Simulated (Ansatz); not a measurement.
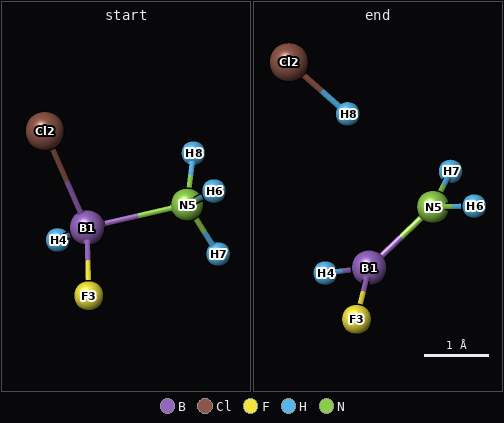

The two relaxed end points of a path for BNH₄ClF. The picture is a ball-and-stick view, seen from a free direction.

Level of theory: RKS BHLYP-D4/def2-SVP (Ansatz).

Set-up: 7 movable images; climbing image; force threshold 0.05 eV/Å; iteration limit 60.

Start:
```xyz
8

B     0.0080    0.1946    0.2522
Cl    0.1605   -0.7828    1.8196
F     1.1049    0.0878   -0.5519
H    -1.0589    0.0498   -0.2937
N     0.0510    1.7475    0.7773
H     0.9195    1.9049    1.2802
H     0.0020    2.3922   -0.0048
H    -0.7185    1.9338    1.4105
```

End:
```xyz
8

B     0.1509    0.6314   -0.4481
Cl   -0.5923   -0.1830    3.0598
F     1.2597   -0.0389   -0.7174
H    -0.8903    0.2595   -0.9031
N     0.2254    1.7514    0.3848
H     1.1077    2.1319    0.6868
H    -0.5568    2.3676    0.5202
H    -0.2357    0.6079    2.1063
```

Q: What barrier does the band find between them, and by what path?

A: Forward barrier 124.0 kJ/mol, backward barrier 71.6 kJ/mol, with image 5 at the top; the reaction energy is +52.5 kJ/mol. Breaking: B1–Cl2 (1.85 → 2.57 at the top → 3.68 Å), N5–H8 (1.01 → 1.24 at the top → 2.12 Å). Forming: Cl2–H8 (2.88 → 1.59 at the top → 1.29 Å). The band converged in 18 iterations. The largest component of the band force went from 6.8 to 0.048 eV/Å. The climbing image converged on the top of the path. Its vibrational analysis gives one imaginary mode (1115i cm⁻¹), as a transition state must have.

Energies of the converged images:

| image | path (Å) | E (kJ/mol) |
| --- | --- | --- |
| 0 | 0.00 | 0.0 |
| 1 | 0.49 | 1.7 |
| 2 | 0.99 | 4.6 |
| 3 | 1.48 | 8.2 |
| 4 | 1.97 | 61.5 |
| 5 | 2.46 | 124.0 |
| 6 | 2.93 | 72.9 |
| 7 | 3.40 | 54.1 |
| 8 | 3.86 | 52.5 |

The geometry at the top of the path:

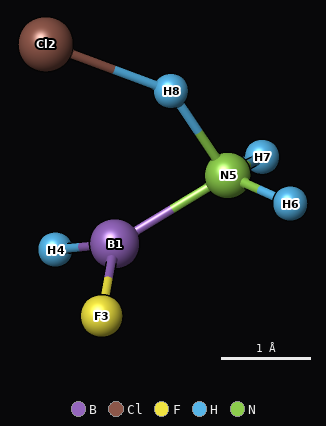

The run took 5.9 min on 1 thread of Arm Neoverse V1 (shared host), peak memory 0.15 GiB.
